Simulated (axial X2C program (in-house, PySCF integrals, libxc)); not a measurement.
**ZrGa: properties at the nuclei**

Aim: properties at the nuclei of ZrGa, with spin–orbit coupling in the Hamiltonian from the start.

Computed with an in-house X2C program for linear molecules on PySCF integrals. Level: two-component X2C with atomic mean-field terms, Zr dyall-cv3z, Ga dyall-cv3z.

All values are calculated.

## 1. Set-up

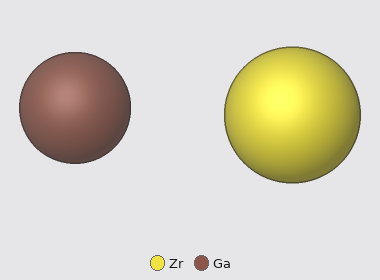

The two atoms at 2.780 Å (zirconium yellow, gallium brown).

task.json reads:

```json
{"zs": [40, 31], "q": 0, "bas": ["dyall-cv3z", "dyall-cv3z"], "r0": 2.78, "levels": ["PBE0", "HF", "PBE50", "BP86", "r2SCAN"], "nst": 3}
```

Keys: zs atomic numbers; q charge; bas basis sets; r0 starting distance in Å; levels methods (HF also brings MP2); nst determinants followed.

On the command line:

```sh
> python soeom.py task.json out
```

Nuclei are Gaussian, cores are contracted, and the Gaunt term is on.

## 2. Expectation values, lowest determinant

R = 2.599 Å. State: Ω = 1/2 (excess of +ω over −ω: ω = 1/2).

Output of the PBE0 run:

```text
two-component X2C + atomic mean field  PBE0
basis functions 269  fitting functions 1360  grid points 5803
iter        total energy     max residual
   1      -5539.677083733     5.42e-06
   2      -5539.677083738     6.29e-06
   3      -5539.677083739     3.23e-06
converged
one-electron -8177.84276000  Coulomb 2578.60896175  exact exchange -46.86347227  xc functional -143.81177109  nuclear repulsion 252.47392903  atomic mean-field constant -2.24197115
```

The highest occupied spinor is 99% Zr d.

| level | Eeff magnitude (GV/cm) | Ws magnitude Zr (kHz) | A∥/gI Zr (MHz) | qzz Zr (a.u.) | A∥/gI Ga (MHz) | qzz Ga (a.u.) | μ (D) |
| --- | --- | --- | --- | --- | --- | --- | --- |
| PBE0 | 0.307 | 0.375 | 2450 | -0.61 | -76.5 | -0.95 | -2.69 |
| HF | 1.01 | 0.0915 | 1910 | 0.11 | -460 | -0.43 | -4.41 |
| PBE50 | 0.711 | 0.0903 | 2320 | -0.52 | -119 | -1.06 | -3.37 |
| BP86 | 0.0754 | 0.657 | 2690 | -0.70 | 9.89 | -0.80 | -2.09 |
| r2SCAN | 0.283 | 0.377 | 2610 | -0.70 | -310 | -0.83 | -2.69 |

Eeff is the effective electric field on the electron dipole moment in this Ω state and Ws the scalar–pseudoscalar constant (defined with the proton number Z and per Ω); A∥ is the parallel hyperfine constant, which follows by multiplying with the nuclear g factor gI = μI/(I μN); qzz is the electric field gradient, eQq0 = 234.96 MHz × Q/barn × qzz; μ is positive if Ga is the positive end. The operators were transformed with the bare-nucleus X2C matrices.

## 3. Expectation values, a higher determinant

R = 2.599 Å. State: Ω = 9/2 (excess of +ω over −ω: ω = 1/2, ω = 3/2, ω = 5/2), 0.08 eV above the lowest in the PBE0 search for states (made at or near this distance, with looser thresholds).

Output of the PBE0 run:

```text
two-component X2C + atomic mean field  PBE0
basis functions 269  fitting functions 1360  grid points 5803
iter        total energy     max residual
   1      -5539.674198251     1.58e-05
   2      -5539.674198322     9.28e-06
   3      -5539.674198338     7.16e-06
   4      -5539.674198355     5.68e-06
   5      -5539.674198360     3.33e-06
   6      -5539.674198360     1.50e-06
converged
one-electron -8177.78725465  Coulomb 2578.55501847  exact exchange -46.86331926  xc functional -143.81060080  nuclear repulsion 252.47392903  atomic mean-field constant -2.24197115
```

The highest occupied spinor is 99% Zr d.

| level | Eeff magnitude (GV/cm) | Ws magnitude Zr (kHz) | A∥/gI Zr (MHz) | qzz Zr (a.u.) | A∥/gI Ga (MHz) | qzz Ga (a.u.) | μ (D) |
| --- | --- | --- | --- | --- | --- | --- | --- |
| PBE0 | 0.327 | 0.0392 | 447 | -0.65 | -11.3 | -0.95 | -2.66 |
| HF | 1.09 | 0.0307 | 371 | -0.30 | -76.8 | -1.12 | -4.61 |
| PBE50 | 0.746 | 0.00467 | 431 | -0.56 | -23.1 | -1.07 | -3.33 |
| BP86 | 0.0657 | 0.0721 | 476 | -0.75 | 2.13 | -0.81 | -2.06 |
| r2SCAN | 0.298 | 0.0406 | 469 | -0.75 | -33.3 | -0.84 | -2.67 |

## 4. Expectation values, a higher determinant

R = 2.599 Å. State: Ω = 3/2 (excess of +ω over −ω: ω = 3/2), 0.33 eV above the lowest in the PBE0 search for states (made at or near this distance, with looser thresholds).

Output of the PBE0 run:

```text
two-component X2C + atomic mean field  PBE0
basis functions 269  fitting functions 1360  grid points 5803
iter        total energy     max residual
   1      -5539.665013970     8.44e-06
   2      -5539.665013977     5.58e-06
   3      -5539.665013978     4.77e-06
converged
one-electron -8174.88085233  Coulomb 2575.53935291  exact exchange -46.82983124  xc functional -143.72564120  nuclear repulsion 252.47392903  atomic mean-field constant -2.24197115
```

The highest occupied spinor is 60% Zr s, 22% Ga p, 11% Zr p.

| level | Eeff magnitude (GV/cm) | Ws magnitude Zr (kHz) | A∥/gI Zr (MHz) | qzz Zr (a.u.) | A∥/gI Ga (MHz) | qzz Ga (a.u.) | μ (D) |
| --- | --- | --- | --- | --- | --- | --- | --- |
| PBE0 | 2.11 | 0.543 | -16.2 | -2.61 | -86 | -1.70 | -0.41 |
| HF | 8.04 | 2.48 | 107 | -3.02 | -193 | -2.11 | 0.08 |
| PBE50 | 3.63 | 0.969 | -33.7 | -2.72 | -104 | -1.88 | -0.34 |
| BP86 | 0.805 | 0.174 | 33 | -2.66 | -62.1 | -1.55 | -0.42 |
| r2SCAN | 2.73 | 0.683 | 72.3 | -2.67 | -117 | -1.54 | -0.21 |

## 5. Results

| quantity | value |
| --- | --- |
| lowest determinant | Ω = 1/2 (excess of +ω over −ω: ω = 1/2) |
| Eeff magnitude (GV/cm), PBE0 | 0.307 |
| Ws magnitude Zr (kHz), PBE0 | 0.375 |
| A∥/gI Zr (MHz), PBE0 | 2450 |
| qzz Zr (a.u.), PBE0 | -0.61 |
| higher determinant | Ω = 9/2 (excess of +ω over −ω: ω = 1/2, ω = 3/2, ω = 5/2) |
| Eeff magnitude (GV/cm), PBE0, higher determinant | 0.327 |
| Ws magnitude Zr (kHz), PBE0, higher determinant | 0.0392 |
| A∥/gI Zr (MHz), PBE0, higher determinant | 447 |
| qzz Zr (a.u.), PBE0, higher determinant | -0.65 |
| higher determinant | Ω = 3/2 (excess of +ω over −ω: ω = 3/2) |
| Eeff magnitude (GV/cm), PBE0, higher determinant | 2.11 |
| Ws magnitude Zr (kHz), PBE0, higher determinant | 0.543 |
| A∥/gI Zr (MHz), PBE0, higher determinant | -16.2 |
| qzz Zr (a.u.), PBE0, higher determinant | -2.61 |

In words: In the first state, the effective field runs from 0.0754 to 1.01 GV/cm over the mean-field levels, so the levels don't agree on it. The expectation values come from single determinants, which for open shells can mix terms of unlike spin or miss the lowest Ω, so a determinant need not be a state. Eeff is the effective electric field on the electron dipole moment in this Ω state and Ws the scalar–pseudoscalar constant (defined with the proton number Z and per Ω); A∥ is the parallel hyperfine constant, which follows by multiplying with the nuclear g factor gI = μI/(I μN); qzz is the electric field gradient, eQq0 = 234.96 MHz × Q/barn × qzz; μ is positive if Ga is the positive end. The operators were transformed with the bare-nucleus X2C matrices. A second determinant lies within 0.1 eV of the first, so their order is not settled at this level.
